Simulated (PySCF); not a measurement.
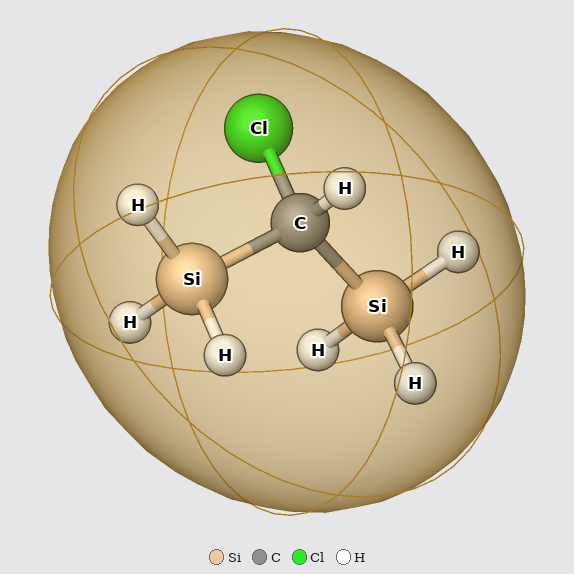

The ellipsoid shows the static dipole polarisability: its half-axes are proportional to the principal values. Computed geometry: PBE0-D3(BJ)/def2-SVP optimisation. No frequency run is at hand to confirm it as a minimum. Method: ωB97X-D/def2-SVPD (PySCF 2.14.0).

Give the principal values, the mean and the anisotropy.

Answer. Principal values 70.2, 87.3, 88.1 bohr³; mean 81.9 bohr³ (12.13 Å³); anisotropy 17.5 bohr³, so the longest axis is 1.25 times the shortest.
